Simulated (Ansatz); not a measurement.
# YAlSe3 (model cell, started as cubic perovskite with Al in the octahedra): following an unstable mode, part 2 of 3

Wanted: the energy along a soft mode of YAlSe3 (model cell, started as cubic perovskite with Al in the octahedra) and the structure at the end.

Ansatz 0.2.0; DFT PBEsol, scalar-relativistic, plane waves, PAW; PAW set soft_1.

So far, highest frequency on the path or at a solved wavevector (cm⁻¹): step 2 (phonons on a q mesh) 354. Also lowest frequency on the path (cm⁻¹): step 2 -167.

The structure was built from a prototype and need not be the compound's stable phase.

## Step 5: Energy along the mode, all amplitudes (two of the runs are shown above)

An imaginary frequency means negative curvature, so the energy should fall and then rise again as anharmonic terms take over.

Numbers from this step:

* depth at the lowest point sampled: 207.4 meV/atom
* largest atomic shift at that point: 0.6 Å

Table of energy from the parent by largest atomic shift:

```tsv
largest atomic shift (Å)	energy from the parent (meV/atom)
0.000	0
0.040	-1.91
0.080	-7.29
0.140	-20.8
0.220	-47.9
0.320	-91.3
0.450	-151
0.600	-207
```

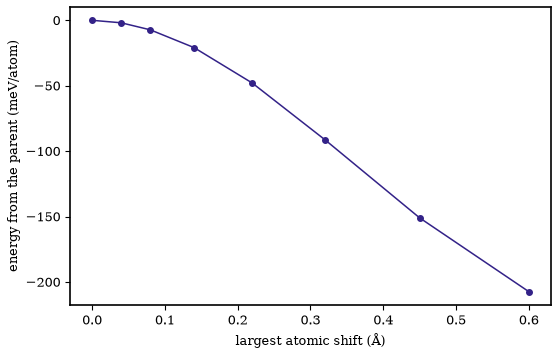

Energy from the parent against largest atomic shift.

Displacement at unit largest shift by atom:

```tsv
atom	x (Å)	y (Å)	z (Å)	size
Y1	0.00	0.00	0.00	0.00
Y2	0.00	0.00	0.00	0.00
Al3	0.00	0.00	0.00	0.00
Al4	0.00	0.00	0.00	0.00
Se5	0.00	1.00	0.00	1.00
Se6	0.00	-1.00	0.00	1.00
Se7	0.00	0.00	-1.00	1.00
Se8	0.00	0.00	1.00	1.00
Se9	0.00	0.00	0.00	0.00
Se10	0.00	0.00	0.00	0.00
```

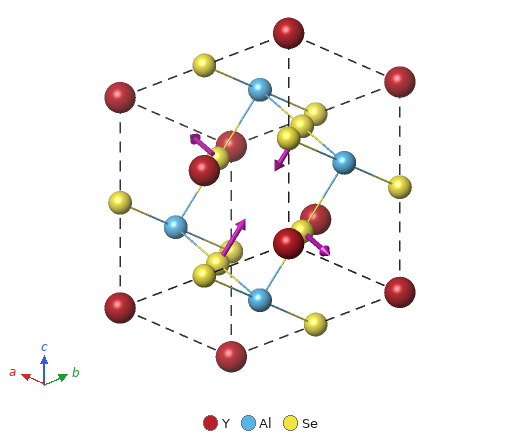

Displacement at unit largest shift as arrows, the longest 1 Å. Some periodic images of atoms are drawn too.

The lowest of the steps tried is the last one, at 0.6 Å, 207 meV/atom below the parent; the bottom of the well need not coincide with a step.

## Step 6: Relaxing from the distorted cell

Starting from the lowest point found, all atoms and the cell are let go, so that strain and other modes of the same symmetry can join in.

The input, input.yaml:

```yaml
crystal:
  lattice:
    - [-4.8323304856, 0.0, 0.0]
    - [0.0, -4.8323304856, -4.8323304856]
    - [0.0, -4.8323304856, 4.8323304856]
  atoms:
    - { symbol: "Y", position: [0.0, 0.5, 0.5] }
    - { symbol: "Y", position: [0.0, 1.0, 0.0] }
    - { symbol: Al, position: [0.5, 0.0, 0.5] }
    - { symbol: Al, position: [0.5, 0.5, 0.0] }
    - { symbol: Se, position: [0.5, 0.6879181534, 0.6879181534] }
    - { symbol: Se, position: [0.5, 0.3120818466, 0.3120818466] }
    - { symbol: Se, position: [0.5, 0.8120818466, 0.1879181534] }
    - { symbol: Se, position: [0.5, 0.1879181534, 0.8120818466] }
    - { symbol: Se, position: [1.0, 0.0, 0.5] }
    - { symbol: Se, position: [1.0, 0.5, 0.0] }
kpoints:
  mp_grid: { grid: [8, 6, 6] }
hamiltonian:
  xc: pbesol
  pseudopotentials: { kind: paw, azcp: { folder: soft_1 }, xc_functional: pbe }
scf:
  occupations: { method: methfessel_paxton, width: 0.2 }
output:
  forces: true
  stress: true
  eigenvalues: true
  write_density: true
  write_potential: true
  elf: true
  volumetric_format: npy
relax:
  adjacent_minimum: "off"
  f_tol: 0.002
  max_steps: 120
  cell: { stress_tol: 0.03 }
```

Launch:

```
> ansatz run input.yaml --threads 4 --pin off --max-ram 16384MiB --backend cpu --events-out ev --progress --plain --runs-dir out
```

Numbers of over 12 decimals in the logs are rounded to 6 here.

Log:

```text
[...]
Crystal: 10 atoms, lattice volume = 225.684 Å³
Basis set: ecut = 420 eV, 4397 PW (Γ), exchange–correlation on 72×96×96 points (8 copies of the dense FFT grid, shifted against one another)
Bands: 75, of which v1, the nominal top of the filled ones, is band 62 counted from 1 (61 counted from 0)
Symmetry: 16 space group operations
[...]
k-points: 50 of 288
[...]
SCF iter   1: F=—  HF=-41196.058667 eV  |F-HF|=—  |Δ(HF+E_count)|=         —  Δρ=3.56e-2  dr2=4.29e0  ethr=3.10e-3  ⟨swp⟩=6.6  Hψ=14274  notcnv=0
[...]
SCF iter   9: F=-41194.920286 eV  HF=-41194.920286 eV  |F-HF|=4.60e-9  |Δ(HF+E_count)|=   1.81e-7  S|Δr|=    0.00e0  Δρ=4.65e-6  dr2=5.88e-8  ethr=8.06e-11  ⟨swp⟩=12.7  Hψ=27676  notcnv=0
SCF 1 converged in 9 iterations: F = -41194.920286 eV  dr2 = 5.88e-8
[...]
relax step   1: F+E_penalty+E_count = -41194.92028627 eV  Δ(F+E_penalty+E_count) = +0.000e0 eV  max|allowed force component| = 7.278e-1 eV/Å  Δτ_max = 0.0000 Å  P = -0.345 GPa  Ω = 225.684 Å³  (9 SCF iters, dr2 threshold 1.00e-7 eV, accepted)
Crystal: 10 atoms, lattice volume = 221.488 Å³
Basis set: ecut = 420 eV, 4297 PW (Γ), exchange–correlation on 72×96×96 points (8 copies of the dense FFT grid, shifted against one another)
[...]
SCF iter   8: F=-41195.331151 eV  HF=-41195.331151 eV  |F-HF|=3.80e-7  |Δ(HF+E_count)|=   8.36e-7  S|Δr|=    0.00e0  Δρ=1.47e-5  dr2=9.54e-7  ethr=8.06e-10  ⟨swp⟩=8.3  Hψ=29736  notcnv=0
SCF 2 converged in 8 iterations: F = -41195.331151 eV  dr2 = 9.54e-7
[...]
relax step   2: F+E_penalty+E_count = -41195.33115081 eV  Δ(F+E_penalty+E_count) = -4.109e-1 eV  max|allowed force component| = 1.811e-1 eV/Å  Δτ_max = 0.1948 Å  P = +0.895 GPa  Ω = 221.488 Å³  energy of the carried Pulay correction = +3.058e-4 eV  (8 SCF iters, dr2 threshold 1.00e-6 eV, accepted)
Crystal: 10 atoms, lattice volume = 223.291 Å³
Basis set: ecut = 420 eV, 4353 PW (Γ), exchange–correlation on 72×96×96 points (8 copies of the dense FFT grid, shifted against one another)
[...]
SCF iter   6: F=-41195.394200 eV  HF=-41195.394201 eV  |F-HF|=5.54e-7  |Δ(HF+E_count)|=   1.02e-6  S|Δr|=    0.00e0  Δρ=1.23e-5  dr2=7.71e-7  ethr=8.06e-10  ⟨swp⟩=11.7  Hψ=36313  notcnv=0
SCF 3 converged in 6 iterations: F = -41195.394200 eV  dr2 = 7.71e-7
relax step   3: F+E_penalty+E_count = -41195.39420038 eV  Δ(F+E_penalty+E_count) = -6.305e-2 eV  max|allowed force component| = 7.630e-2 eV/Å  Δτ_max = 0.0060 Å  P = -0.112 GPa  Ω = 223.291 Å³  energy of the carried Pulay correction = +1.736e-4 eV  (6 SCF iters, dr2 threshold 1.00e-6 eV, accepted)
[...]
relax step   4: F+E_penalty+E_count = -41195.40697969 eV  Δ(F+E_penalty+E_count) = -1.278e-2 eV  max|allowed force component| = 2.707e-3 eV/Å  Δτ_max = 0.0071 Å  P = +0.265 GPa  Ω = 221.585 Å³  energy of the carried Pulay correction = +2.986e-4 eV  (6 SCF iters, dr2 threshold 1.00e-6 eV, accepted)
[...]
relax step   5: F+E_penalty+E_count = -41195.40762775 eV  Δ(F+E_penalty+E_count) = -6.481e-4 eV  max|allowed force component| = 3.176e-4 eV/Å  Δτ_max = 0.0003 Å  P = -0.024 GPa  Ω = 222.451 Å³  energy of the carried Pulay correction = +2.351e-4 eV  (5 SCF iters, dr2 threshold 2.21e-7 eV, accepted)
Basis set: ecut = 420 eV, 4289 PW (Γ), exchange–correlation on 72×90×90 points (8 copies of the dense FFT grid, shifted against one another)
[...]
SCF iter   8: F=-41195.407527 eV  HF=-41195.407527 eV  |F-HF|=1.46e-11  |Δ(HF+E_count)|=  1.46e-11  S|Δr|=    0.00e0  Δρ=3.49e-8  dr2=5.79e-12  ethr=1.00e-12  ⟨swp⟩=6.2  Hψ=15036  notcnv=0
SCF 6 converged in 8 iterations: F = -41195.407527 eV  dr2 = 5.79e-12
relax step   6: F+E_penalty+E_count = -41195.40752672 eV  Δ(F+E_penalty+E_count) = +1.010e-4 eV  max|allowed force component| = 3.201e-4 eV/Å  Δτ_max = 0.0000 Å  P = -0.023 GPa  Ω = 222.451 Å³  stress off target by 2.65e-2 GPa  SCF on the basis re-selected at this cell (its energy is not comparable with the rows above)  (8 SCF iters)
basis re-selected at this cell: Δ(F+E_penalty+E_count) = +1.010e-4 eV, ΔP = +0.001 GPa vs the last step (what re-selecting the basis moved, of the pressure what is left beyond the Pulay correction that the steps carried, after the strain that the cell walked since its last selection, with what the two solves' SCF thresholds leave and, on support functions, any second-order correction that the steps lacked; it is no measure of the basis error at this ecutwfc). The dense FFT grid was sized anew with the basis: this SCF ran on 36×45×45 points, the steps before it on 36×48×48, so part of this shift can come from that change (see relax.cell in the input reference). [rest of the remark cut]
SCF converged after 8 iterations
[...]
Free energy (F): -41195.407527 eV
[...]
Internal energy: -41195.410170 eV  (E = F + TS)
E sigma→0 (E₀):  -41195.408188 eV
Entropy (-TS):   0.002643 eV (0.264 meV/atom)
Fermi energy:    9.659188 eV
Step filling:    the computed levels leave a gap of 0.0000 eV = 0.0 smearing widths at the electron count; against every level under it full and every level over it empty, smearing changes F+E_penalty+E_count by +1.054 meV and its σ→0 estimate by +0.393 meV
[...]
--- Forces (eV/Å), atoms counted from 1 ---
  atom   1  Y      0.00000000     0.00000000     0.00000000
  atom   2  Y     -0.00000000     0.00000000     0.00000000
  atom   3  Al    -0.00000000     0.00000000     0.00000000
  atom   4  Al     0.00000000     0.00000000    -0.00000000
  atom   5  Se     0.00000000     0.00032008     0.00000000
  atom   6  Se    -0.00000000    -0.00032008    -0.00000000
  atom   7  Se    -0.00000000     0.00000000    -0.00032008
  atom   8  Se     0.00000000    -0.00000000     0.00032008
  atom   9  Se    -0.00000000     0.00000000     0.00000000
  atom  10  Se     0.00000000     0.00000000    -0.00000000
  max |Σ_I F_I| component: 2.17e-19 eV/Å
--- Stress (GPa, compression-positive) ---
       -0.016038      -0.000000       0.000000
       -0.000000      -0.026504       0.000000
        0.000000       0.000000      -0.026504
  P = ⅓ Tr σ = -0.0230 GPa (-0.230 kbar)
--- Band table (eV; the first three rows and the last of 50) ---
  k-point 0: bands = [... 58 lower, 8.0771, 8.5325, 9.5941, 9.6472, 9.6472, 10.1932, 10.6455, 10.6455, ... 9 higher]
  k-point 1: bands = [... 58 lower, 8.1450, 8.4092, 8.9252, 9.5355, 10.1156, 10.4025, 10.7427, 10.7616, ... 9 higher]
  k-point 2: bands = [... 58 lower, 7.8662, 8.0895, 8.3681, 9.2104, 10.3690, 10.8665, 10.9411, 10.9760, ... 9 higher]
  k-point 49: bands = [... 58 lower, 8.1247, 8.1247, 8.8656, 8.8656, 10.8896, 10.8896, 11.5285, 11.5285, ... 9 higher]
--- Relaxed structure (5 steps of the walk, 5 accepted, 1 SCFs on fresh bases) ---
  F+E_penalty+E_count = -41195.40752672 eV   max|allowed force component| = 3.201e-4 eV/Å   (the final SCF, on the basis selected at the relaxed cell)
  cell:  # Å, volume = 222.4512 Å³
    - [-5.057209, 0, 0]
    - [0, -4.689720, -4.689720]
    - [0, -4.689720, 4.689720]
  atoms:
    - { symbol: Y, position: [0, 0.5, 0.5] }
    - { symbol: Y, position: [0, 1.0, 0.0] }
    - { symbol: Al, position: [0.5, 0.0, 0.5] }
    - { symbol: Al, position: [0.5, 0.5, 0.0] }
    - { symbol: Se, position: [0.5, 0.669089, 0.669089] }
    - { symbol: Se, position: [0.5, 0.330911, 0.330911] }
    - { symbol: Se, position: [0.5, 0.830911, 0.169089] }
    - { symbol: Se, position: [0.5, 0.169089, 0.830911] }
    - { symbol: Se, position: [1.0, 0.0, 0.5] }
    - { symbol: Se, position: [1.0, 0.5, 0.0] }
```

It took 1.9 min on 4 threads of Arm Neoverse V1, shared host; peak memory 1.1 GiB; 7.4 min of CPU time.

Relaxation path:

```tsv
step	energy less that of the first step (eV)	largest force component (eV/Å)	pressure (GPa)	volume (Å³)
1	0.0000	0.7278	-0.35	225.68
2	-0.4109	0.1811	0.89	221.49
3	-0.4739	0.0763	-0.11	223.29
4	-0.4867	0.0027	0.27	221.59
5	-0.4873	0.0003	-0.02	222.45
6*	-0.4872	0.0003	-0.02	222.45
```

Relaxation steps marked * repeat the geometry before them on a plane-wave basis chosen anew for their cell, so energy and pressure can jump there.

The run keeps the 16 symmetry operations that it works with, so distortions that break them were not tested.

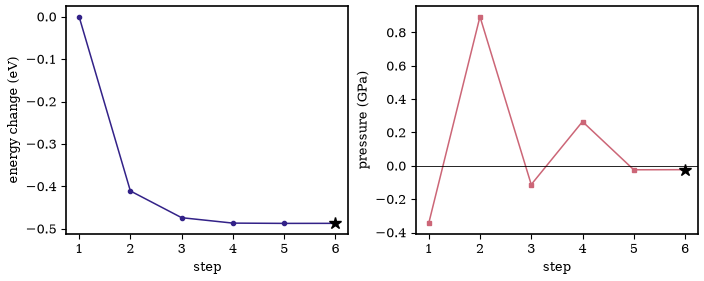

Energy and pressure along the relaxation. Stars mark steps on a basis chosen anew.

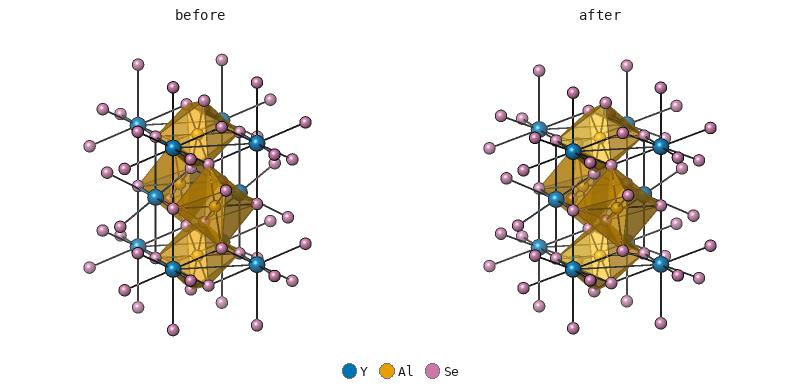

Before and after, at one scale.

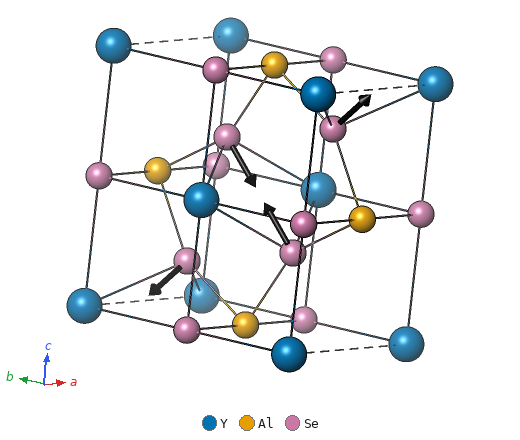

Displacements in the relaxation, exaggerated, measured against the changing cell; the longest in the cell stands for 0.18 Å. Some periodic images of atoms are drawn too.

```tsv
cell as run	before	after	change
a (Å)	4.832	5.057	+4.7 %
b (Å)	6.834	6.632	-3.0 %
c (Å)	6.834	6.632	-3.0 %
volume (Å³/atom)	22.57	22.25	-1.4 %
```

The atoms that moved most (Å, as changes of fractional coordinates times the final cell):

```tsv
atom	dx	dy	dz	length
Se6	0.000	-0.177	0.000	0.177
Se8	0.000	0.000	0.177	0.177
Se5	0.000	0.177	0.000	0.177
Se7	0.000	0.000	-0.177	0.177
```

The relaxed structure:

```cif
data_structure
_symmetry_space_group_name_H-M 'P 1'
_symmetry_Int_Tables_number 1
_cell_length_a 5.0572
_cell_length_b 6.6323
_cell_length_c 6.6323
_cell_angle_alpha 90.000
_cell_angle_beta 90.000
_cell_angle_gamma 90.000
_cell_volume 222.45
loop_
_atom_site_label
_atom_site_type_symbol
_atom_site_fract_x
_atom_site_fract_y
_atom_site_fract_z
_atom_site_occupancy
Y1 Y 0.00000 0.50000 0.50000 1
Y2 Y 0.00000 0.00000 0.00000 1
Al3 Al 0.50000 0.00000 0.50000 1
Al4 Al 0.50000 0.50000 0.00000 1
Se5 Se 0.50000 0.66909 0.66909 1
Se6 Se 0.50000 0.33091 0.33091 1
Se7 Se 0.50000 0.83091 0.16909 1
Se8 Se 0.50000 0.16909 0.83091 1
Se9 Se 0.00000 0.00000 0.50000 1
Se10 Se 0.00000 0.50000 0.00000 1
```

This step gave:

| Item | Value |
| --- | --- |
| pressure | -0.02302 GPa |
| volume per atom | 22.25 Å³ |

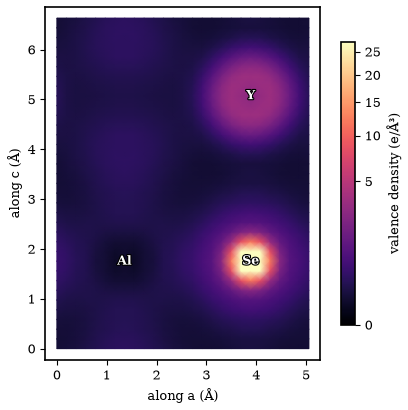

Valence density in the ac plane at fractional y = 0.000, with atoms of Y and Al and Se within 0.2 Å of it. It is the smooth field of the valence electrons, not physical close to the nuclei. The map starts off the cell's origin, so that atoms lie inside it. The colour scale is stretched toward low values.

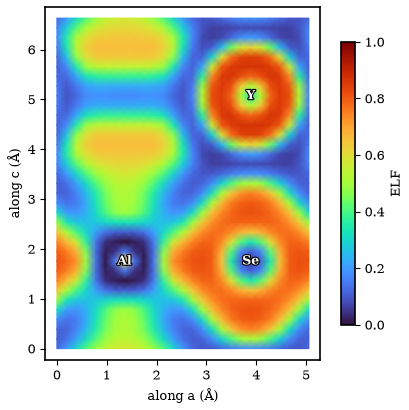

ELF in the ac plane at fractional y = 0.000, with atoms of Y and Al and Se within 0.2 Å of it. It is the smooth field of the valence electrons, not physical close to the nuclei. The map starts off the cell's origin, so that atoms lie inside it.

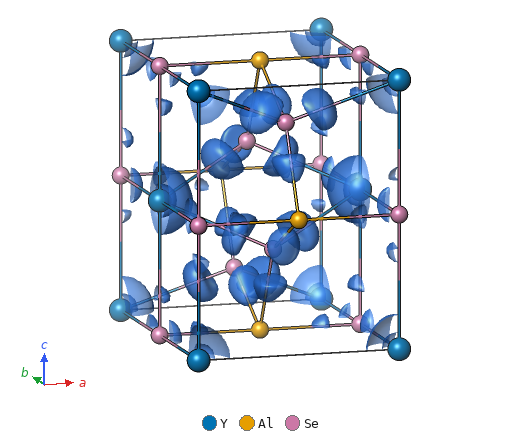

Surface of ELF = 0.8.

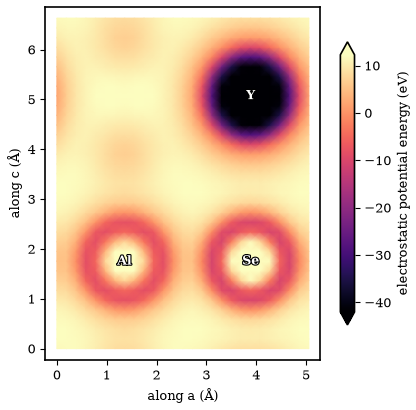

Electrostatic potential energy in the ac plane at fractional y = 0.000, with atoms of Y and Al and Se within 0.2 Å of it. With pseudopotentials it is smooth inside the atoms' cores, unlike the true potential. The map starts off the cell's origin, so that atoms lie inside it.

The distorted start has space group P4/mbm; the relaxation ends in P4/mbm.

## Step 7: The new phase in its own primitive cell

The relaxed structure is symmetrised, reduced to its primitive cell and relaxed tightly, as its phonons need.

The input, input.yaml:

```yaml
crystal:
  lattice:
    - [6.6322659307, 0.0, 0.0]
    - [0.0, 6.6322659307, 0.0]
    - [0.0, 0.0, 5.0572089079]
  atoms:
    - { symbol: "Y", position: [0.5, 0.0, 0.0] }
    - { symbol: "Y", position: [0.0, 0.5, 0.0] }
    - { symbol: Al, position: [0.0, 0.0, 0.5] }
    - { symbol: Al, position: [0.5, 0.5, 0.5] }
    - { symbol: Se, position: [0.6690888752, 0.1690888752, 0.5] }
    - { symbol: Se, position: [0.3309111248, 0.8309111248, 0.5] }
    - { symbol: Se, position: [0.8309111248, 0.6690888752, 0.5] }
    - { symbol: Se, position: [0.1690888752, 0.3309111248, 0.5] }
    - { symbol: Se, position: [0.0, 0.0, 0.0] }
    - { symbol: Se, position: [0.5, 0.5, 0.0] }
kpoints:
  mp_grid: { grid: [6, 6, 8] }
hamiltonian:
  xc: pbesol
  pseudopotentials: { kind: paw, azcp: { folder: soft_1 }, xc_functional: pbe }
scf:
  occupations: { method: methfessel_paxton, width: 0.2 }
output:
  forces: true
  stress: true
  eigenvalues: true
relax:
  adjacent_minimum: "off"
  f_tol: 0.001
  max_steps: 60
  cell: { stress_tol: 0.01 }
```

Log:

```text
[...]
Crystal: 10 atoms, lattice volume = 222.451 Å³
Basis set: ecut = 420 eV, 4289 PW (Γ), exchange–correlation on 90×90×72 points (8 copies of the dense FFT grid, shifted against one another)
Bands: 75, of which v1, the nominal top of the filled ones, is band 62 counted from 1 (61 counted from 0)
Symmetry: 16 space group operations
[...]
k-points: 50 of 288
[...]
- { symbol: Y, position: [0, 0.500000, 0.0] }
    - { symbol: Al, position: [0, 0, 0.500000] }
    - { symbol: Al, position: [0.500000, 0.500000, 0.500000] }
    - { symbol: Se, position: [0.669084, 0.169084, 0.500000] }
    - { symbol: Se, position: [0.330916, 0.830916, 0.500000] }
    - { symbol: Se, position: [0.830916, 0.669084, 0.500000] }
    - { symbol: Se, position: [0.169084, 0.330916, 0.500000] }
    - { symbol: Se, position: [0, 0, 0.0] }
    - { symbol: Se, position: [0.500000, 0.500000, 0.0] }
[key lines of the parts left out:]
SCF converged after 6 iterations
Free energy (F): -41195.407532 eV
Fermi energy:    9.664291 eV
P = ⅓ Tr σ = 0.0010 GPa (0.010 kbar)
```

Elapsed: 65 s, on 4 threads; peak memory 1.1 GiB; 4.3 min of CPU time.

Little changed from the start: no atom moved by 0.005 Å and no cell edge by 0.1 %.

This step gave:

* pressure: 0.001044 GPa
* volume per atom: 22.24 Å³

The largest force component left is 0.036 meV/Å and the pressure is 0.001 GPa, within the tolerances set. The cell now holds 22.24 Å³/atom.

(Part 2 of 3 ends here.)

[Logs are printed without paths, hosts, clocks, repeated set-up lines and the standing remarks that a program may print on its own settings, such as how far it seeks lower states.]

[Hosts, paths, dates, database ids (printed as entryN), source tags and the programs' standing remarks are cut or masked in the printed files.]
